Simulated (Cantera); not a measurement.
Feed: 1 mol n-butane, a varied amount of H2O, equilibrated at 2327 °C and 13.3 mbar.

These are equilibrium values from Cantera (NASA tables, ideal gas, pure condensed phases), not measurements of a reactor. Candidate condensed phases: C, C6H6, C7H8, C8H18, H2O; 110 gas species. Kinetics and transport are ignored.

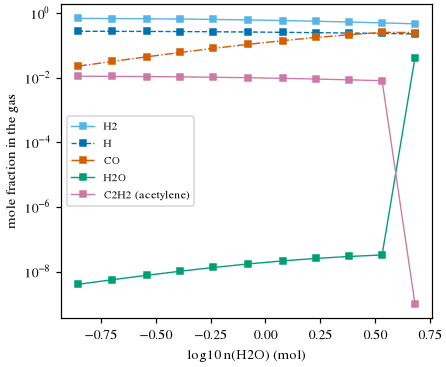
*Equilibrium gas composition (values under 1e-9 drawn at 1e-9)*

From 0.14 mol H2O to 3.4 mol H2O the condensed part is C(graphite). At 4.8 mol H2O nothing is condensed. The main C-bearing gas is CO throughout. The share of C in condensed phases is highest at 0.14 mol H2O (92.8 %) and lowest at 4.8 mol H2O (0.0 %).
